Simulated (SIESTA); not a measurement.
Band structure of HfAu (P4/nmm, 4 atoms in the cell).

```
CELL_PARAMETERS angstrom
      3.48386     0.00000     0.00000
      0.00000     3.48386     0.00000
      0.00000     0.00000     6.32052
ATOMIC_POSITIONS crystal
  Hf 0.00000 0.50000 0.85158
  Hf 0.50000 0.00000 0.14842
  Au 0.00000 0.50000 0.37143
  Au 0.50000 0.00000 0.62857
```

Level of theory: GGA PBEsol, numerical atomic orbitals TZP, PseudoDojo PBEsol standard norm-conserving potentials (rewritten from UPF to PSML) in SIESTA 5.4.2.

Settings: XC.functional = GGA; XC.authors = PBEsol; potentials = PseudoDojo PBEsol standard; PAO.BasisSize = TZP; PAO.EnergyShift = 0.01 Ry; MeshCutoff = 300 Ry; kgrid.MonkhorstPack = 8 8 4; OccupationFunction = MP; OccupationMPOrder = 0; ElectronicTemperature = 100 meV; MaxSCFIterations = 150; SCF.Mixer.Method = Broyden; SCF.Mixer.Weight = 0.2; SCF.Mixer.History = 6.

The starting cell comes from a database of computed structures (which also holds hypothetical and non-ambient phases and stackings), without a prior relaxation at this level. Spin-orbit coupling is off. Values carry the incompleteness of an atom-centred basis.

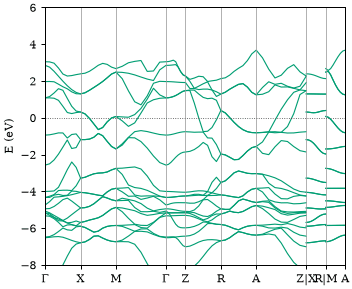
Figure. Bands along the path, energies from the Fermi level.

Levels in eV from the Fermi level, bands 27 to 32:
| point | 27 | 28 | 29 | 30 | 31 | 32 |
|---|---|---|---|---|---|---|
| Γ | -4.33 | -4.00 | -2.57 | -0.94 | 1.08 | 1.08 |
| X | -3.28 | -3.28 | -1.18 | -1.18 | 0.32 | 0.32 |
| M | -2.75 | -2.75 | -1.69 | -1.69 | 0.07 | 0.07 |
| Z | -4.25 | -4.05 | -1.86 | -0.76 | 1.48 | 1.48 |
| R | -3.52 | -3.52 | -1.97 | -1.97 | 0.40 | 0.40 |
| A | -3.03 | -3.03 | -1.56 | -1.56 | -0.81 | -0.81 |

Bands cross the Fermi level along this path, so the cell is metallic at this level.

Higher empty bands are left out: an atom-centred basis made for the valence describes them poorly.
